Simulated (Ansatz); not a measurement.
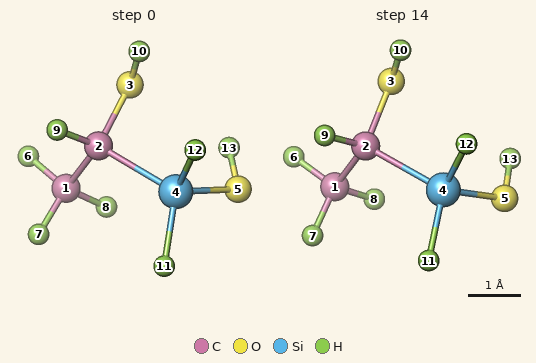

The structure of C2H8O2Si before (left) and after (right) a relaxation, at one scale.

Style: ball-and-stick. Shown at a tilt.

The start comes from PBE-D4/def2-SVP.

The calculation used RKS PBE0-D4/def2-TZVP (Ansatz). (force threshold 0.005 eV/Å; at most 150 steps)

**Describe what moved and what it gained.**

After 13 accepted moves (14 points after the start) the energy has fallen by 2.07 kcal/mol. The largest force component goes from 0.95 to 0.0041 eV/Å. The line search rejected the trial step at point 3 of the run. The largest move after the best rigid fit is that of H13, 0.33 Å. Largest moves by element: H 0.33 Å, O 0.18 Å, Si 0.05 Å, C 0.04 Å. Some distances before and after: Si4–O5 1.686 → 1.647 Å, C2–Si4 1.920 → 1.892 Å, Si4–H12 1.514 → 1.495 Å, Si4–H11 1.502 → 1.485 Å. Among the angles between lasting bonds that change: Si4–O5–H13 106.6° → 114.3°, C2–Si4–O5 103.4° → 108.6°, O3–C2–Si4 103.3° → 105.8°. Cost: 52 s on 4 threads of Arm Neoverse V1 (shared host).
